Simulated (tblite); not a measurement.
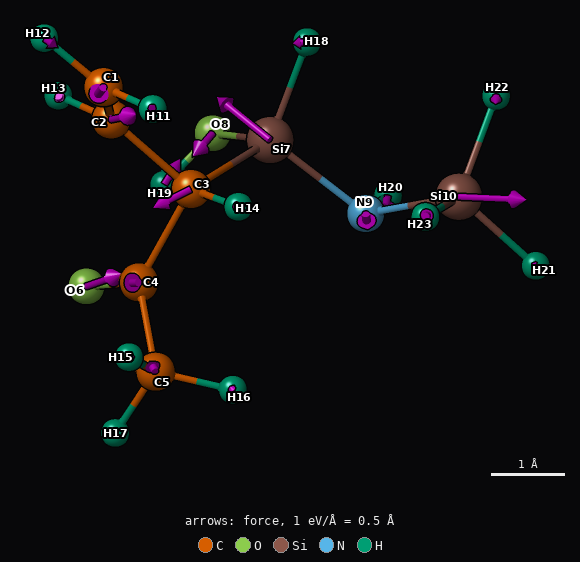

Starting geometry of C5H13NO2Si2 with the computed forces as purple arrows. A ball-and-stick model, seen at a tilt.

The calculation used GFN2-xTB geometry optimisation, gas phase in tblite. 

### What follows when this structure is relaxed?

It isn't relaxed: the largest force vector, on Si10, is 2.31 eV/Å. The final displacements have little in common with the starting forces (cosine between the two patterns 0.13). After 151 geometry steps the energy has fallen by 66.2 kJ/mol. H15 moves most after the best rigid fit: 0.88 Å. Largest moves by element: H 0.88 Å, C 0.63 Å, O 0.39 Å, Si 0.37 Å, N 0.31 Å. Near-neighbour distances that change, for instance: Si7–Si10 2.795 → 3.138 Å, C3–C4 1.535 → 1.484 Å, N9–Si10 1.687 → 1.736 Å, C3–Si7 1.895 → 1.939 Å. Bond angles that change, for instance: Si7–N9–Si10 111.4° → 129.7°, C2–C3–Si7 114.3° → 106.8°, O8–Si7–N9 102.2° → 109.5°. Groups turn about C2–C3 by about 25°, Si7–O8 by about 20°.
